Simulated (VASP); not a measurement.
# A VASP study of LaBi (r2SCAN + rVV10): structure first, properties next, part 2 of 6

Aim: relax LaBi with r2SCAN + rVV10, compute its properties on that cell and hold them against experiment. The start is a computed cell from the Materials Project.

VASP 6.6.1, plane waves and PAW; the level of theory is named at each step.

Still holding for the runs below: The k-mesh is coarse for a metal.

So far. Step 2 (Full relaxation (r2SCAN + rVV10)): It ends with forces that vanish by symmetry and a pressure of -0.01 GPa.

### Step 3. Second relaxation

Level of this step: r2SCAN with rVV10; plane waves and PAW (La, Bi_d) (VASP).

The basis stayed that of the start cell while the cell moved. A rerun from the cell reached resets it; the error of the finite cutoff stays.

INCAR reads:

```
SYSTEM = LaBi
PREC = Accurate
ENCUT = 400
EDIFF = 1E-06
NELM = 100
ISMEAR = 1
SIGMA = 0.2
LREAL = .FALSE.
ALGO = Normal
METAGGA = R2SCAN
LUSE_VDW = .TRUE.
IVDW_NL = 2
BPARAM = 11.95
CPARAM = 0.0093
LASPH = .TRUE.
NBANDS = 19
LORBIT = 11
LWAVE = .FALSE.
LCHARG = .FALSE.
KPAR = 2
IBRION = 2
NSW = 60
ISIF = 3
EDIFFG = -0.01
```

POSCAR reads:

```
LaBi
1.0
    0.0000000000      3.3142793947      3.3142793947
    3.3142793947      0.0000000000      3.3142793947
    3.3142793947      3.3142793947      0.0000000000
La Bi
1 1
Direct
    0.5000000000      0.5000000000      0.5000000000
    0.0000000000      0.0000000000      0.0000000000
```

KPOINTS reads:

```
Automatic mesh
0
Gamma
6 6 6
0 0 0
```

PAW data sets: La and Bi_d (PBE family, release 64).

Command:

```bash
mpirun -np 2 vasp_std
```

The log of the run:

```text
[banner, memory and clock lines left out]
running    2 mpi-ranks, on    1 nodes
 distrk:  each k-point on    1 cores,    2 groups
 distr:  one band on    1 cores,    1 groups

 POSCAR found type information on POSCAR LaBi
 POSCAR found :  2 types and       2 ions
 [... a notice as in an earlier step ...]

 [... a notice as in an earlier step ...]

 LDA part: xc-table for (None), standard interpolation
 POSCAR, INCAR and KPOINTS ok, starting setup
 FFT: planning ... GRIDC
 FFT: planning ... GRID_SOFT
 FFT: planning ... GRID
 WAVECAR not read
 entering main loop
       N       E                     dE             d eps       ncg     rms          rms(c)
Total rVV10 correction in eV:      0.5909546    27.5306049
Total rVV10 correction in eV:      0.5909546    27.5306049
DAV:   1     0.187318453014E+03    0.18732E+03   -0.99964E+03   608   0.156E+03
DAV:   2    -0.646020204769E+02   -0.25192E+03   -0.24652E+03   736   0.373E+02
DAV:   3    -0.943889966809E+02   -0.29787E+02   -0.29540E+02   824   0.166E+02
DAV:   4    -0.966439470482E+02   -0.22550E+01   -0.22516E+01  1169   0.347E+01
DAV:   5    -0.967701756601E+02   -0.12623E+00   -0.12619E+00   872   0.591E+00    0.347E+00
Total rVV10 correction in eV:      0.5945223    27.5306052
Total rVV10 correction in eV:      0.5945223    27.5306052
DAV:   6    -0.902256473564E+02    0.65445E+01   -0.18151E+00   890   0.164E+01    0.184E+00
Total rVV10 correction in eV:      0.6033152    27.5306052
Total rVV10 correction in eV:      0.6033152    27.5306052
DAV:   7    -0.902464584091E+02   -0.20811E-01   -0.37540E-01  1168   0.433E+00    0.954E-01
Total rVV10 correction in eV:      0.6088564    27.5306091
Total rVV10 correction in eV:      0.6088564    27.5306091
DAV:   8    -0.902607357234E+02   -0.14277E-01   -0.25835E-02  1056   0.136E+00    0.416E-01
Total rVV10 correction in eV:      0.6121604    27.5307874
Total rVV10 correction in eV:      0.6121604    27.5307874
DAV:   9    -0.902653796816E+02   -0.46440E-02   -0.21164E-02  1152   0.154E+00    0.111E-01
Total rVV10 correction in eV:      0.6123495    27.5308366
Total rVV10 correction in eV:      0.6123495    27.5308366
DAV:  10    -0.902654866684E+02   -0.10699E-03   -0.93973E-04   912   0.214E-01    0.696E-02
Total rVV10 correction in eV:      0.6122362    27.5308746
Total rVV10 correction in eV:      0.6122362    27.5308746
DAV:  11    -0.902654870893E+02   -0.42095E-06   -0.61281E-04  1120   0.261E-01    0.175E-02
Total rVV10 correction in eV:      0.6122735    27.5308843
Total rVV10 correction in eV:      0.6122735    27.5308843
DAV:  12    -0.902655114095E+02   -0.24320E-04   -0.20852E-05   960   0.363E-02    0.108E-02
Total rVV10 correction in eV:      0.6122966    27.5308981
Total rVV10 correction in eV:      0.6122966    27.5308981
DAV:  13    -0.902655423641E+02   -0.30955E-04   -0.30816E-05   984   0.474E-02    0.385E-03
Total rVV10 correction in eV:      0.6122955    27.5308987
Total rVV10 correction in eV:      0.6122955    27.5308987
DAV:  14    -0.902655437913E+02   -0.14273E-05   -0.25399E-06  1000   0.103E-02    0.336E-03
Total rVV10 correction in eV:      0.6122995    27.5309025
Total rVV10 correction in eV:      0.6122995    27.5309025
DAV:  15    -0.902655499131E+02   -0.61217E-05   -0.21246E-06   920   0.959E-03    0.140E-03
Total rVV10 correction in eV:      0.6122943    27.5309027
Total rVV10 correction in eV:      0.6122943    27.5309027
DAV:  16    -0.902655501574E+02   -0.24431E-06   -0.15336E-07   517   0.499E-03
Total rVV10 correction in eV:      0.6122901    27.5309034
Total rVV10 correction in eV:      0.6122901    27.5309034
Total rVV10 correction in eV:      0.6122917    27.5309030
Total rVV10 correction in eV:      0.6122917    27.5309030
   1 F= -.90265550E+02 E0= -.90266005E+02  d E =-.902656E+02
 curvature:   0.00 expect dE= 0.000E+00 dE for cont linesearch  0.000E+00
 trial: gam= 0.00000 g(F)=  0.522E-50 g(S)=  0.393E-05 ort = 0.000E+00 (trialstep = 0.100E+01)
 search vector abs. value=  0.393E-05
 reached required accuracy - stopping structural energy minimisation
```

Wall time 79 s (2 MPI ranks of AMD EPYC 7R43, shared host); peak memory 0.59 GiB.

Parts of OUTCAR (step 3):

```text
  LATTYP: Found a face centered cubic cell.
 ALAT       =     6.6285587894

The static configuration has the point symmetry O_h .

 Found     16 irreducible k-points:

   ENCUT  =  400.0 eV  29.40 Ry    5.42 a.u.   7.64  7.64  7.64*2*pi/ulx,y,z

   NELECT =      26.0000    total number of electrons

 E-fermi :   6.7053

 k-point     1 :       0.0000    0.0000    0.0000
  band No.  band energies     occupation
    ...
      6     -15.4723      2.00000
      7     -10.5359      2.00000
      8     -10.5359      2.00000
      9     -10.5359      2.00000
     10      -4.1825      2.00000
     11       6.8547      0.04947
     12       6.8547      0.04947
     13       6.8547      0.04947
     14       8.0777     -0.00000
     15       8.0777     -0.00000
    ...

 k-point     2 :       0.1667    0.0000    0.0000
  band No.  band energies     occupation
    ...
      9     -10.5259      2.00000
     10      -3.9439      2.00000
     11       5.5110      2.00000
     12       6.0883      2.00012
     13       6.0883      2.00012
     14       8.1422     -0.00000
     15       8.3488     -0.00000
     16       8.3488     -0.00000
     17       8.9277     -0.00000
     18       8.9587     -0.00000
    ...

  Total       -0.0073688     -0.0073688     -0.0073688      0.0000000      0.0000000      0.0000000
  in kB       -0.1621471     -0.1621471     -0.1621471      0.0000000      0.0000000      0.0000000
  external PRESSURE =      -0.1621471 kB  Pullay stress =       0.0000000 kB

  energy-cutoff  :      400.00
  volume of cell :       72.81
      direct lattice vectors                 reciprocal lattice vectors
     0.000000000  3.314279395  3.314279395    -0.150862357  0.150862357  0.150862357
     3.314279395  0.000000000  3.314279395     0.150862357 -0.150862357  0.150862357
     3.314279395  3.314279395  0.000000000     0.150862357  0.150862357 -0.150862357

 POSITION                                       TOTAL-FORCE (eV/Angst)
 -----------------------------------------------------------------------------------
      3.31428      3.31428      3.31428         0.000000      0.000000      0.000000
      0.00000      0.00000      0.00000         0.000000      0.000000     -0.000000
 -----------------------------------------------------------------------------------
    total drift:                               -0.000000      0.000000      0.000000

  FREE ENERGIE OF THE ION-ELECTRON SYSTEM (eV)
  ---------------------------------------------------
  free  energy   TOTEN  =       -90.2655501574 eV

  energy  without entropy=      -90.2669135058  energy(sigma->0) =      -90.26600461

[... 6 parts as in an earlier step ...]

[... 6 further parts left out ...]
```

CONTCAR:

```
LaBi
   1.00000000000000
     0.0000000000000000    3.3142793947000002    3.3142793947000002
     3.3142793947000002    0.0000000000000000    3.3142793947000002
     3.3142793947000002    3.3142793947000002    0.0000000000000000
  La              Bi
     1     1
Direct
     0.5000000000000000    0.5000000000000000    0.5000000000000000
     0.0000000000000000    0.0000000000000000    0.0000000000000000
```

Little changed from the start: no atom moved by 0.005 Å and no cell edge by 0.1 %.

Numbers from this step:

- free energy (TOTEN): -90.2656 eV
- energy at zero smearing: -90.2660 eV
- pressure: -0.01621 GPa
- SCF cycles over all ionic steps: 16

It ends with forces that vanish by symmetry and a pressure of -0.02 GPa. The volume moved by under 0.01 %: the run met its threshold at the first step.

### Step 4. Single point with fields (r2SCAN + rVV10)

The relaxed cell gets a fresh self-consistent run, on a basis set for its own volume, to fix the density and to check the remaining stress.

Changes to INCAR since step 3:

```diff
@@ -18,7 +18,5 @@
 LWAVE = .FALSE.
-LCHARG = .FALSE.
-KPAR = 2
-IBRION = 2
-NSW = 60
-ISIF = 3
-EDIFFG = -0.01
+LCHARG = .TRUE.
+ISIF = 2
+LELF = .TRUE.
+LVHAR = .TRUE.
```

POSCAR is that of step 3.

KPOINTS is that of step 3.

Command:

```bash
mpirun -np 2 vasp_std
```

The log of the run:

```text
[banner, memory and clock lines left out]
running    2 mpi-ranks, on    1 nodes
 distrk:  each k-point on    2 cores,    1 groups
 distr:  one band on    1 cores,    2 groups

 POSCAR found type information on POSCAR LaBi
 POSCAR found :  2 types and       2 ions
 [... a notice as in an earlier step ...]

 [... a notice as in an earlier step ...]

 LDA part: xc-table for (None), standard interpolation
|                                                                             |
|           W    W    AA    RRRRR   N    N  II  N    N   GGGG   !!!           |
|           W    W   A  A   R    R  NN   N  II  NN   N  G    G  !!!           |
|           W    W  A    A  R    R  N N  N  II  N N  N  G       !!!           |
|           W WW W  AAAAAA  RRRRR   N  N N  II  N  N N  G  GGG   !            |
|           WW  WW  A    A  R   R   N   NN  II  N   NN  G    G                |
|           W    W  A    A  R    R  N    N  II  N    N   GGGG   !!!           |
|                                                                             |
|     The number of bands has been changed from the values supplied in        |
|     The orbitals not found in the WAVECAR file will be initialized with     |
|     random numbers, which is usually adequate. For correlated               |
|     calculations, however, you should redo the groundstate calculation.     |
|     I found NBANDS = 19. Now, NBANDS = 20.                                  |
|                                                                             |

 POSCAR, INCAR and KPOINTS ok, starting setup
 FFT: planning ... GRIDC
 FFT: planning ... GRID_SOFT
 FFT: planning ... GRID
 WAVECAR not read
 entering main loop
       N       E                     dE             d eps       ncg     rms          rms(c)
Total rVV10 correction in eV:      0.5909546    27.5306049
DAV:   1     0.179362013518E+03    0.17936E+03   -0.10050E+04   648   0.146E+03
DAV:   2    -0.655706157586E+02   -0.24493E+03   -0.23645E+03   752   0.346E+02
DAV:   3    -0.942775703967E+02   -0.28707E+02   -0.27921E+02   816   0.150E+02
DAV:   4    -0.966544955939E+02   -0.23769E+01   -0.23737E+01  1220   0.355E+01
DAV:   5    -0.967781055552E+02   -0.12361E+00   -0.12358E+00   964   0.562E+00    0.344E+00
Total rVV10 correction in eV:      0.5944842    27.5306052
DAV:   6    -0.902275622354E+02    0.65505E+01   -0.18858E+00   976   0.153E+01    0.186E+00
Total rVV10 correction in eV:      0.6032654    27.5306052
DAV:   7    -0.902461928256E+02   -0.18631E-01   -0.35792E-01  1240   0.387E+00    0.969E-01
Total rVV10 correction in eV:      0.6089239    27.5306092
DAV:   8    -0.902608157460E+02   -0.14623E-01   -0.25094E-02  1100   0.124E+00    0.411E-01
Total rVV10 correction in eV:      0.6120788    27.5307797
DAV:   9    -0.902653014306E+02   -0.44857E-02   -0.19581E-02  1152   0.146E+00    0.109E-01
Total rVV10 correction in eV:      0.6121960    27.5308072
DAV:  10    -0.902654369345E+02   -0.13550E-03   -0.96704E-04  1044   0.191E-01    0.898E-02
Total rVV10 correction in eV:      0.6123518    27.5308826
DAV:  11    -0.902654997451E+02   -0.62811E-04   -0.11162E-03  1052   0.317E-01    0.202E-02
Total rVV10 correction in eV:      0.6122812    27.5308821
DAV:  12    -0.902655039200E+02   -0.41748E-05   -0.36445E-05  1016   0.466E-02    0.129E-02
Total rVV10 correction in eV:      0.6123101    27.5309005
DAV:  13    -0.902655475922E+02   -0.43672E-04   -0.55098E-05  1016   0.555E-02    0.542E-03
Total rVV10 correction in eV:      0.6122978    27.5308993
DAV:  14    -0.902655454020E+02    0.21902E-05   -0.52469E-06  1200   0.156E-02    0.408E-03
Total rVV10 correction in eV:      0.6122979    27.5309025
DAV:  15    -0.902655500159E+02   -0.46139E-05   -0.22078E-06  1000   0.109E-02    0.101E-03
Total rVV10 correction in eV:      0.6122952    27.5309023
DAV:  16    -0.902655496585E+02    0.35737E-06   -0.81267E-08   564   0.303E-03
Total rVV10 correction in eV:      0.6122896    27.5309034
Total rVV10 correction in eV:      0.6122941    27.5309038
   1 F= -.90265550E+02 E0= -.90266004E+02  d E =0.136322E-02
```

Run time: 73 s. Hardware: 2 MPI ranks; peak memory 0.44 GiB; 2.3 min of CPU time.

Parts of OUTCAR (step 4):

```text
The static configuration has the point symmetry O_h .

 Found     16 irreducible k-points:

   k-points           NKPTS =     16   k-points in BZ     NKDIM =     16   number of bands    NBANDS=     20

   NELECT =      26.0000    total number of electrons

 E-fermi :   6.7053

 k-point     1 :       0.0000    0.0000    0.0000
  band No.  band energies     occupation
    ...
      6     -15.4723      2.00000
      7     -10.5357      2.00000
      8     -10.5357      2.00000
      9     -10.5357      2.00000
     10      -4.1825      2.00000
     11       6.8547      0.04948
     12       6.8547      0.04948
     13       6.8547      0.04948
     14       8.0777     -0.00000
     15       8.0777     -0.00000
    ...

 k-point     2 :       0.1667    0.0000    0.0000
  band No.  band energies     occupation
    ...
      9     -10.5257      2.00000
     10      -3.9440      2.00000
     11       5.5110      2.00000
     12       6.0883      2.00012
     13       6.0883      2.00012
     14       8.1422     -0.00000
     15       8.3489     -0.00000
     16       8.3489     -0.00000
     17       8.9279     -0.00000
     18       8.9588     -0.00000
    ...

  Total       -0.0084188     -0.0084188     -0.0084188      0.0000000      0.0000000     -0.0000000
  in kB       -0.1852512     -0.1852512     -0.1852512      0.0000000      0.0000000     -0.0000000
  external PRESSURE =      -0.1852512 kB  Pullay stress =       0.0000000 kB

 POSITION                                       TOTAL-FORCE (eV/Angst)
 -----------------------------------------------------------------------------------
      3.31428      3.31428      3.31428         0.000000      0.000000      0.000000
      0.00000      0.00000      0.00000        -0.000000     -0.000000     -0.000000
 -----------------------------------------------------------------------------------
    total drift:                               -0.000000     -0.000000      0.000001

  FREE ENERGIE OF THE ION-ELECTRON SYSTEM (eV)
  ---------------------------------------------------
  free  energy   TOTEN  =       -90.2655496585 eV

  energy  without entropy=      -90.2669128782  energy(sigma->0) =      -90.26600407

[... 8 parts as in an earlier step ...]

[... 5 further parts left out ...]
```

This step gave:

* SCF cycles: 16
* bands: 20
* free energy (TOTEN): -90.2655 eV
* pressure: -0.01853 GPa

Valence electrons inside each PAW sphere by angular momentum. Sphere charges, by row:

```tsv
atom	s (e)	p (e)	d (e)	f (e)	tot (e)
La1	1.987	5.672	0.642	0.112	8.414
Bi2	1.392	1.782	9.859	0	13.03
```

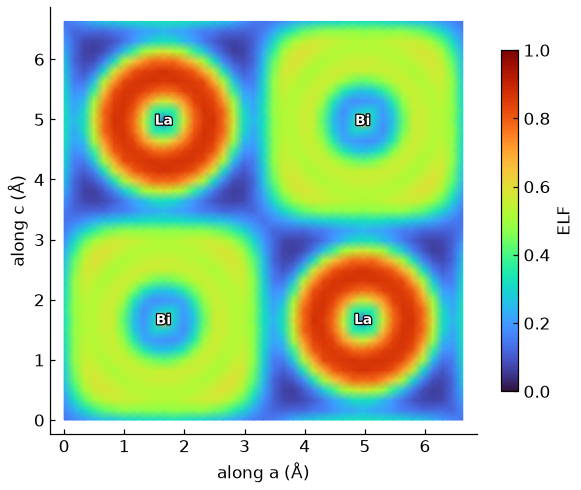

ELF in the ac plane of the conventional cell at fractional y = 0.000, with atoms of La and Bi within 0.2 Å of it. It is the smooth field of the valence electrons, not physical close to the nuclei. The map starts off the cell's origin, so that atoms lie inside it.

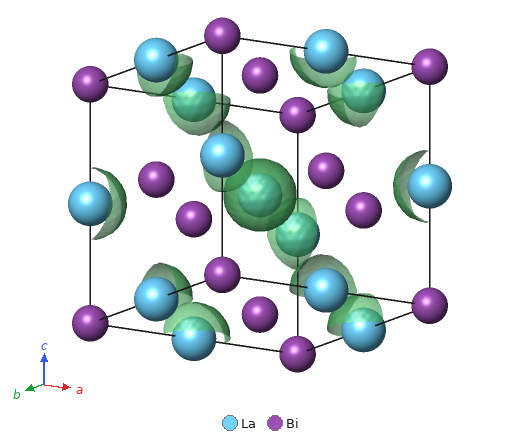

Surface of ELF = 0.79.

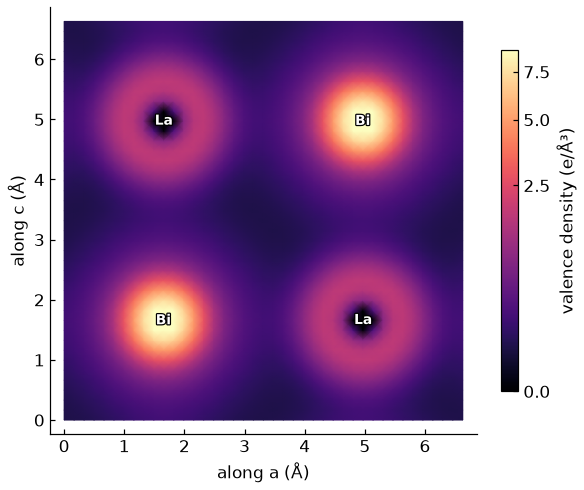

Valence density in the ac plane of the conventional cell at fractional y = 0.000, with atoms of La and Bi within 0.2 Å of it. It is the smooth field of the valence electrons, not physical close to the nuclei. The map starts off the cell's origin, so that atoms lie inside it. The colour scale is stretched toward low values.

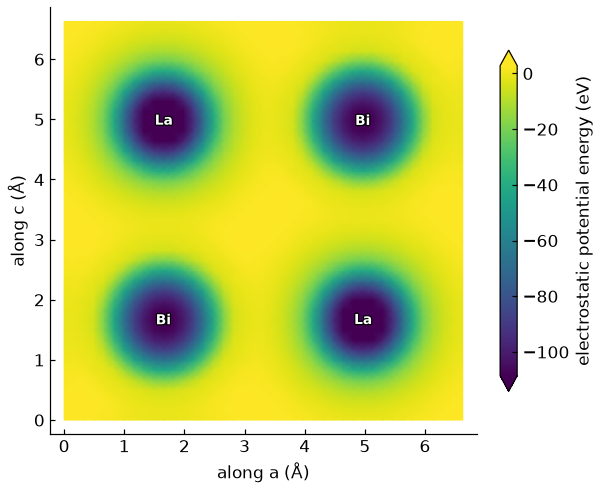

Electrostatic potential energy in the ac plane of the conventional cell at fractional y = 0.000, with atoms of La and Bi within 0.2 Å of it. With pseudopotentials it is smooth inside the atoms' cores, unlike the true potential. The map starts off the cell's origin, so that atoms lie inside it.

In this run the pressure is -0.02 GPa, small enough to go on.

(Part 2 of 6 ends here.)

[Lines on the potential files, build, host, timing and source positions are cut from VASP's logs without a mark.]

[Logs are printed without paths, hosts, clocks, repeated set-up lines and the standing remarks that a program may print on its own settings, such as how far it seeks lower states.]

[Hosts, paths, dates, database ids (printed as entryN), source tags and the programs' standing remarks are cut or masked in the printed files.]

[A measured line is paired with the nearest computed mode of its activity, which favours agreement.]
